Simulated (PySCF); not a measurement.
# C$_{4}$H$_{14}$N$_{2}$Si$_{2}$ (SMILES N[SiH2][SiH2]NC1CCC1): what the fields show

```yaml
atoms:
  - { symbol: N, position_ang: [4.0001, 0.0344, -0.8520] }
  - { symbol: Si, position_ang: [3.1779, 0.8003, 0.4571] }
  - { symbol: Si, position_ang: [1.0508, 1.3287, -0.2086] }
  - { symbol: N, position_ang: [0.0674, -0.0774, -0.1006] }
  - { symbol: C, position_ang: [-1.3282, -0.0857, -0.4062] }
  - { symbol: C, position_ang: [-1.9689, -1.4535, -0.7148] }
  - { symbol: C, position_ang: [-3.1407, -1.0947, 0.2111] }
  - { symbol: C, position_ang: [-2.3377, 0.0981, 0.7516] }
  - { symbol: H, position_ang: [3.8407, 0.3609, -1.7909] }
  - { symbol: H, position_ang: [4.9694, -0.2181, -0.7429] }
  - { symbol: H, position_ang: [3.8655, 2.0232, 0.9225] }
  - { symbol: H, position_ang: [3.3339, -0.1630, 1.5569] }
  - { symbol: H, position_ang: [0.5128, 2.4555, 0.5869] }
  - { symbol: H, position_ang: [0.8979, 1.7729, -1.6060] }
  - { symbol: H, position_ang: [0.3065, -0.7911, 0.5717] }
  - { symbol: H, position_ang: [-1.4951, 0.6393, -1.2038] }
  - { symbol: H, position_ang: [-1.3648, -2.2757, -0.3347] }
  - { symbol: H, position_ang: [-2.2137, -1.6473, -1.7563] }
  - { symbol: H, position_ang: [-3.4225, -1.8518, 0.9401] }
  - { symbol: H, position_ang: [-4.0287, -0.7879, -0.3375] }
  - { symbol: H, position_ang: [-2.8526, 1.0551, 0.7948] }
  - { symbol: H, position_ang: [-1.8806, -0.1028, 1.7195] }
```

Geometry: GFN2-xTB.

These are results of PBE0/pcSseg-1, SCF density, gas phase, non-relativistic (PySCF), not measurements.

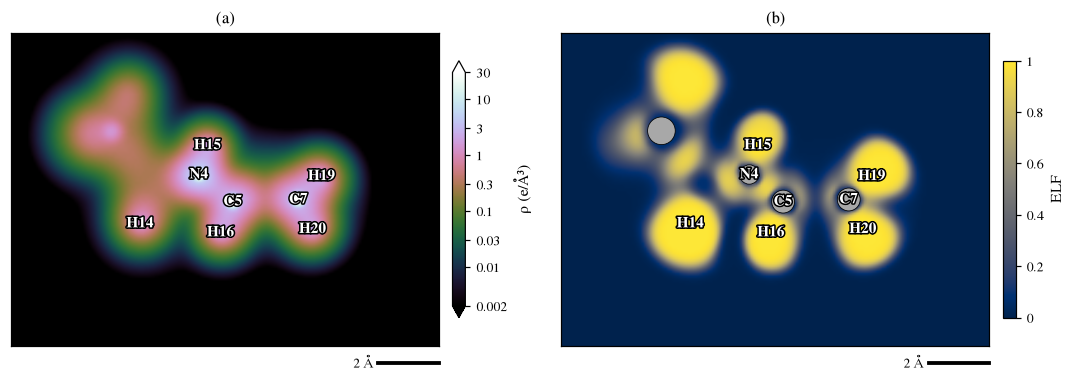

Figure 1. (a) total electron density; (b) ELF on the plane of atoms N4, C5 and H16. Grey discs cover the atomic cores in the ELF map.

Describe what can be read from this map.

Answer.
- The plane passes through N, C and H nuclei.
- C–N (1.43 Å): ρ at the midpoint is about 2 e/Å³; the ELF peaks at about 0.90 between the atoms: localised, covalent bonding.
- N–H (1.01 Å): ρ at the midpoint is about 2.8 e/Å³; the ELF climbs to about 1 towards the hydrogen, as it does in any bond to H; a covalent bond by its length.
- C–H (1.09 Å): the density is about 2 e/Å³ at the midpoint; the ELF climbs to about 1 towards the hydrogen; an ordinary covalent bond to hydrogen.

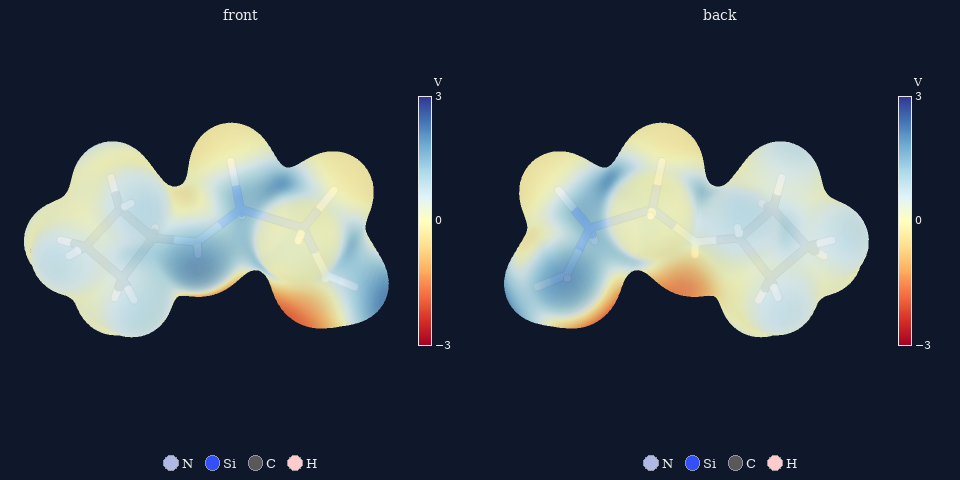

Figure 2. The molecular electrostatic potential painted on the density surface at 0.004 e/bohr³, seen from the front and from behind; red is negative and blue positive.

Where is the surface potential most negative and most positive?

Answer. The most negative region (about −1.7 V, or −39 kcal/mol for a unit charge) lies over N1, the most positive (about +2.0 V, or +46 kcal/mol for a unit charge) over H9, H10 and H15. N1 is the likeliest acceptor of a hydrogen bond.

What dipole moment does the calculation give?

Answer. Its dipole moment is 0.58 D.
